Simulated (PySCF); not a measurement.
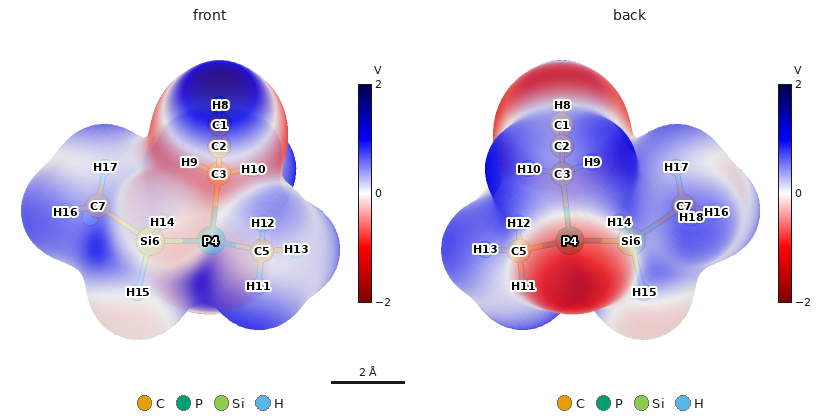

The picture shows: C5H11PSi. The molecular electrostatic potential painted on the density surface at 0.002 e/bohr³, seen from the front and from behind; the colour scale runs from red (negative) to blue (positive).

Geometry: GFN2-xTB.

All numbers below come from PBE0/pcSseg-1, SCF density, gas phase, non-relativistic (PySCF).

```csv
atom,x (Å),y (Å),z (Å)
C,1.9565,1.5095,0.7218
C,1.5758,0.8772,-0.2222
C,1.0941,0.0820,-1.3200
P,-0.0946,-1.2788,-0.8061
C,0.9643,-2.1195,0.4558
Si,-1.4471,-0.1422,0.5857
C,-2.1446,1.3591,-0.3441
H,2.3003,2.0832,1.5297
H,0.5663,0.7126,-2.0418
H,1.9336,-0.3987,-1.8340
H,0.3406,-2.8040,1.0265
H,1.4265,-1.3962,1.1253
H,1.7400,-2.6938,-0.0497
H,-0.8262,0.3012,1.8426
H,-2.5242,-1.0859,0.9178
H,-2.9545,1.8128,0.2169
H,-1.3827,2.1175,-0.4993
H,-2.5331,1.0704,-1.3165
```

**Describe the electrostatic potential map.**

The most negative region (about −1.2 V, or −28 kcal/mol for a unit charge) lies over P4, the most positive (about +1.5 V, or +35 kcal/mol for a unit charge) over H8.

**What dipole moment does the calculation give?**

Its dipole moment is 0.76 D.
